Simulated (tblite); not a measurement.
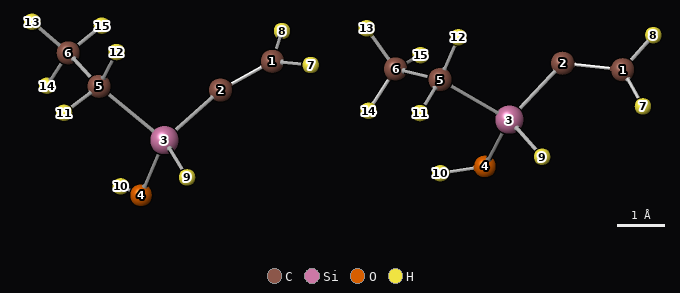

Two geometries of C$_{4}$H$_{9}$OSi (multiplicity 2), drawn at one scale. One is the start of a relaxation, the other its converged end. Style: ball-and-stick. Shown at a tilt.

The calculation used tblite, GFN2-xTB geometry optimisation, gas phase. 

Question: Which of the two is the end point?

Answer: The left one is the relaxed one. After 169 geometry steps the energy has fallen by 82.4 kJ/mol. The largest move after the best rigid fit is that of H8, 0.94 Å. By element the largest moves are H 0.94 Å, O 0.85 Å, C 0.59 Å, Si 0.52 Å. Near-neighbour distances that change, for instance: Si3–O4 1.738 → 1.631 Å, C1–C2 1.327 → 1.291 Å, O4–H10 0.986 → 0.953 Å, C1–H7 1.065 → 1.089 Å. Bond angles that change, for instance: C1–C2–Si3 118.8° → 154.7°, Si3–O4–H10 106.2° → 121.3°, O4–Si3–H9 110.0° → 99.5°. Groups turn about Si3–O4 by about 75°, C2–Si3 by about 25°, C5–C6 by about 20°. The run took 0.75 s on 1 thread of Arm Neoverse V2, on a shared host.
